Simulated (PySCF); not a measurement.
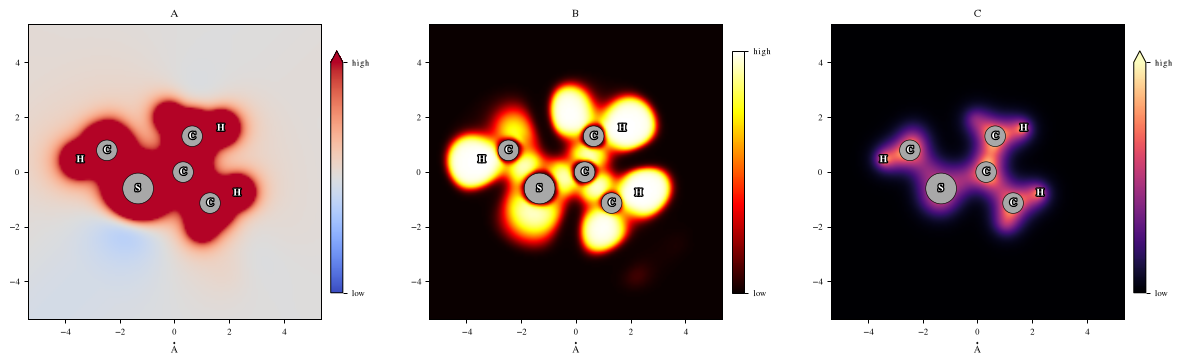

C₆H₁₂S: 3 fields on the plane of atoms C2, C1 and H9, with unlabelled colour scales. Grey discs cover the atomic cores.

Geometry: GFN2-xTB, MD frame at 250 fs, 200 K.

Level of theory: PySCF 2.14.0, PBE0/pcSseg-1, SCF density, gas phase, non-relativistic.

The panels show electron density, electron localisation function and electrostatic potential in some order. Assign them.

Answer. Panel A: electrostatic potential (strongly positive close to the atoms, with negative regions outside electron-rich atoms). Panel B: electron localisation function. Panel C: electron density. From the grid: C–C (1.35 Å): ρ at the midpoint is about 2.2 e/Å³; the ELF peaks at about 0.95 between the atoms; localised, covalent bonding. C–S (1.75 Å): ρ is about 1.4 e/Å³ halfway; the ELF peaks at about 0.90 between the atoms, as expected for a covalent bond.
